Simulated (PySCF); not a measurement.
# NMR shielding calculation, with input and output: C2H10O3Si2

- system: C2H10O3Si2
- method: GIAO PBE0/pcSseg-1 NMR shielding, non-relativistic, gas phase (PySCF 2.14.0)

The geometry comes from this level: GFN2-xTB. Figures and captions count atoms from 1; the log counts them from 0 in places.

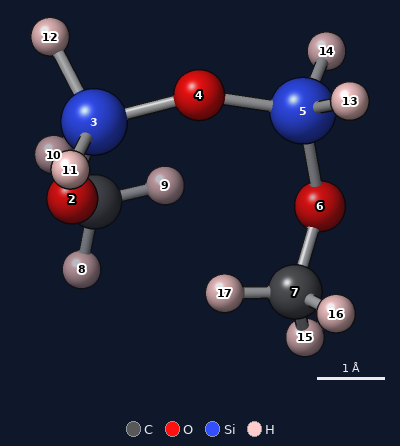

Figure 1. The input geometry (ball-and-stick view, seen at a tilt; atoms are numbered from 1 in the order of the input).

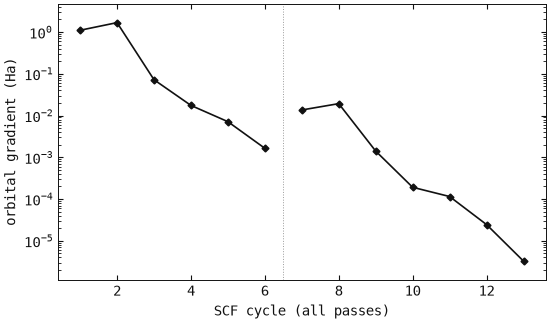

Figure 2. Convergence of the self-consistent field: orbital gradient against the SCF cycle. The dotted line marks the change from a coarse to the final integration grid. The first 6 cycles use a coarse grid, the final grid takes over at cycle 7, and the field converges after 13 cycles in all.

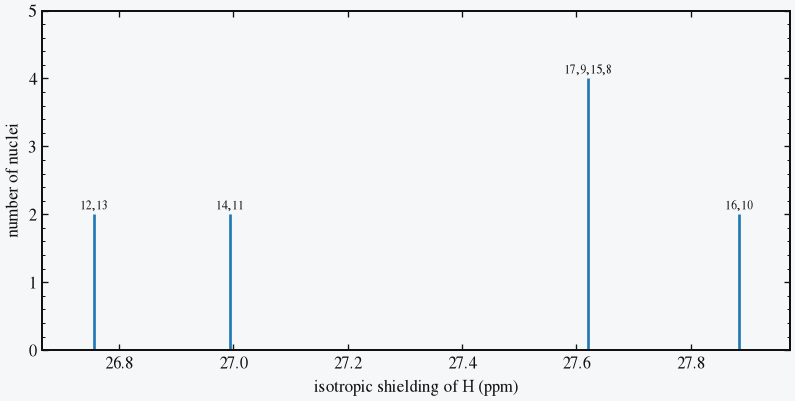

Figure 3. Isotropic shieldings of the hydrogen nuclei in this fixed geometry, labelled by atom number; shielding grows to the right, so chemical shift grows to the left. The least shielded is H12 (26.8 ppm), the most shielded H10 (27.9 ppm).

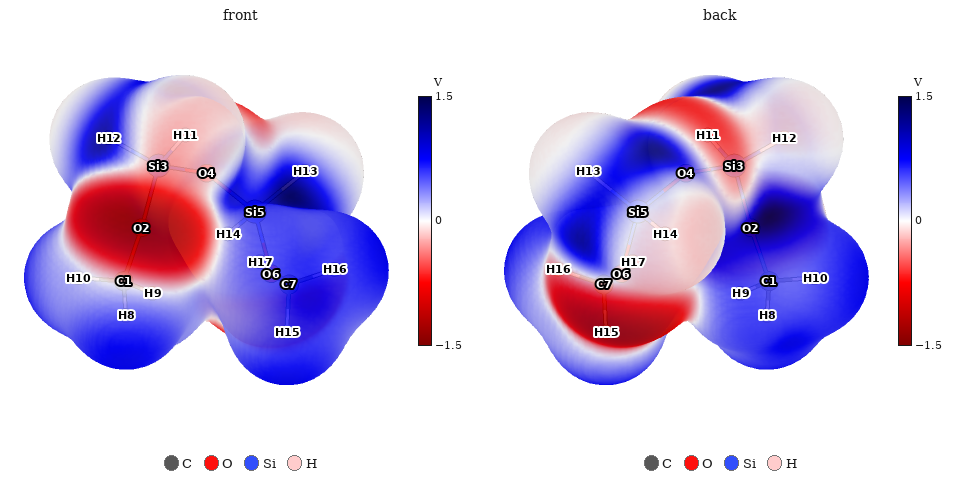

Figure 4. The molecular electrostatic potential painted on the density surface at 0.002 e/bohr³, seen at a tilt and from behind; the colour scale runs from red (negative) to blue (positive).

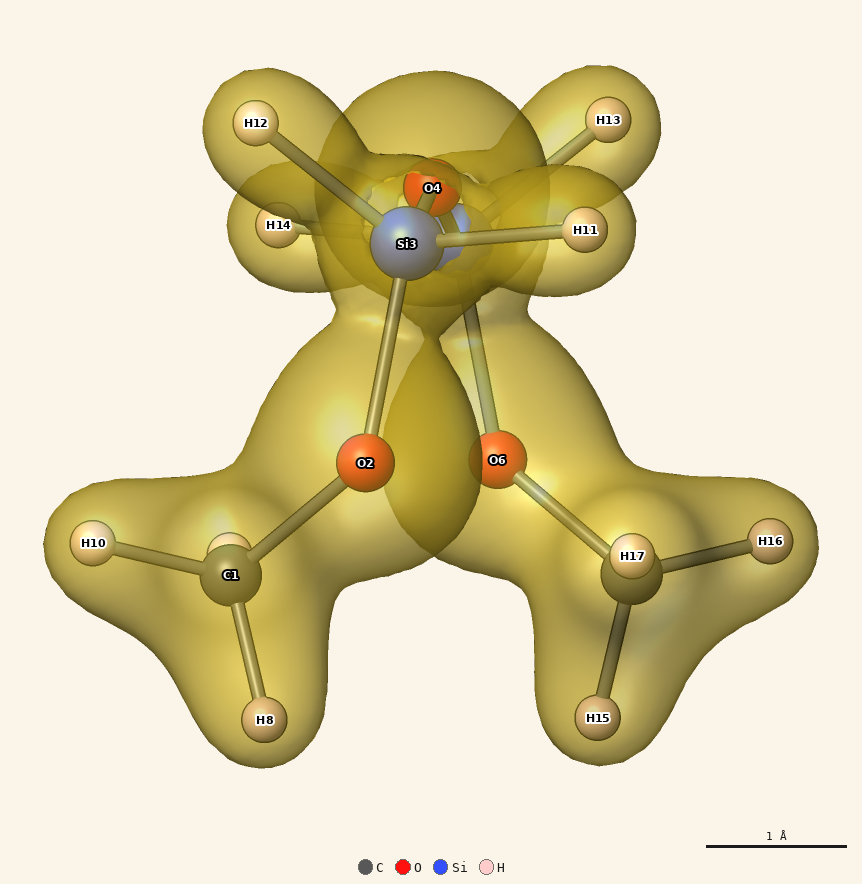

Figure 5. Isosurface of the electron density at 0.6 e/Å³ (yellow), seen at an oblique angle. At this value the surface is in one piece. On the grid the lowest density along these lines, outside the cores, is 1.8 e/Å³ (C–O, 1.40 Å), 1 e/Å³ (Si–O, 1.62 Å), 1.9 e/Å³ (C–H, 1.09 Å) and 0.85 e/Å³ (Si–H, 1.45 Å).

The input that produced these results follows, with the program's output.

**Input file**
```
{"job": {"kind": "nmr", "xc": "PBE0", "basis": "pcSseg-1"}, "charge": 0, "multiplicity": 1}
C      1.854347     1.046525    -0.518239
O      1.531222     0.734470     0.806236
Si     1.180628    -0.702959     1.464984
O      0.019146    -1.501565     0.663767
Si    -1.148264    -1.587252    -0.458004
O     -1.544565    -0.140230    -1.067745
C     -1.886274     1.040221    -0.399974
H      1.811178     2.131501    -0.628179
H      1.147513     0.581913    -1.210457
H      2.862644     0.701855    -0.759800
H      0.667549    -0.261719     2.749186
H      2.297998    -1.640890     1.448461
H     -2.243672    -2.239495     0.251388
H     -0.625077    -2.221134    -1.655018
H     -1.873983     1.852919    -1.128297
H     -2.885902     0.960546     0.033937
H     -1.171487     1.257324     0.397843
```

The first line tells a small driver script what to run in PySCF; the rest is the geometry in Å.

Launch command:
```bash
OMP_NUM_THREADS=1 python <driver script> task.json out
```

**What the program printed**
```
coarse grid: 14880 points
cycle   1  E = -886.1021235164  dE =  8.833e-01  |g| = 1.101e+00  |ddm| = 3.635e+00
cycle   2  E = -885.8050655981  dE =  2.971e-01  |g| = 1.677e+00  |ddm| = 2.091e+00
cycle   3  E = -886.3093906825  dE = -5.043e-01  |g| = 7.201e-02  |ddm| = 1.428e+00
cycle   4  E = -886.3103290473  dE = -9.384e-04  |g| = 1.746e-02  |ddm| = 7.059e-02
cycle   5  E = -886.3103781479  dE = -4.910e-05  |g| = 7.127e-03  |ddm| = 1.724e-02
cycle   6  E = -886.3103881184  dE = -9.971e-06  |g| = 1.641e-03  |ddm| = 4.970e-03
final grid: 133616 points
cycle   7  E = -886.3814441159  dE = -1.780e-05  |g| = 1.358e-02  |ddm| = 2.096e-02
cycle   8  E = -886.3814126117  dE =  3.150e-05  |g| = 1.926e-02  |ddm| = 1.796e-02
cycle   9  E = -886.3814761623  dE = -6.355e-05  |g| = 1.407e-03  |ddm| = 1.135e-02
cycle  10  E = -886.3814765840  dE = -4.217e-07  |g| = 1.912e-04  |ddm| = 1.179e-03
cycle  11  E = -886.3814765889  dE = -4.911e-09  |g| = 1.149e-04  |ddm| = 2.233e-04
cycle  12  E = -886.3814765911  dE = -2.221e-09  |g| = 2.445e-05  |ddm| = 8.679e-05
cycle  13  E = -886.3814765912  dE = -1.060e-10  |g| = 3.264e-06  |ddm| = 2.101e-05
converged SCF energy = -886.3814765912

GIAO shielding tensors (ppm)
atom      isotropic    diamagn.    paramagn.     s11        s22        s33       span
  0 C      134.673     246.438    -111.765    106.958    112.721    184.341     77.383
  1 O      298.886     398.197     -99.312    219.486    311.181    365.990    146.504
  2 Si     391.397     881.635    -490.238    379.919    390.421    403.851     23.932
  3 O      247.031     403.264    -156.233    179.492    244.902    316.698    137.207
  4 Si     391.449     881.636    -490.187    379.915    390.600    403.832     23.916
  5 O      299.148     398.233     -99.084    220.090    311.004    366.350    146.260
  6 C      134.666     246.457    -111.791    107.023    112.661    184.316     77.292
  7 H       27.640      29.855      -2.215     24.180     25.026     33.716      9.536
  8 H       27.603      33.661      -6.059     22.644     28.281     31.883      9.239
  9 H       27.884      29.248      -1.363     23.750     25.573     34.330     10.580
 10 H       26.998      30.604      -3.606     23.345     24.750     32.899      9.554
 11 H       26.756      29.379      -2.623     22.855     24.715     32.697      9.842
 12 H       26.756      29.368      -2.611     22.859     24.708     32.702      9.843
 13 H       26.989      30.606      -3.616     23.349     24.734     32.884      9.535
 14 H       27.638      29.859      -2.220     24.171     25.028     33.715      9.544
 15 H       27.883      29.256      -1.373     23.744     25.572     34.333     10.589
 16 H       27.599      33.677      -6.078     22.638     28.304     31.856      9.218
```

**Key numbers**

| quantity | value |
| --- | --- |
| outcome | converged |
| total energy | −886.381477 hartree |
| HOMO | −8.19 eV |
| LUMO | 0.94 eV |
| dipole moment | 0.88 D |
| isotropic shielding, C | 134.7 ppm |
| isotropic shielding, O | 247.0 to 299.1 ppm |
| isotropic shielding, Si | 391.4 to 391.4 ppm |
| isotropic shielding, H | 26.8 to 27.9 ppm |
| hardware | 1 CPU thread, shared host |
| wall time | 52 s |
| peak memory | 0.83 GiB |
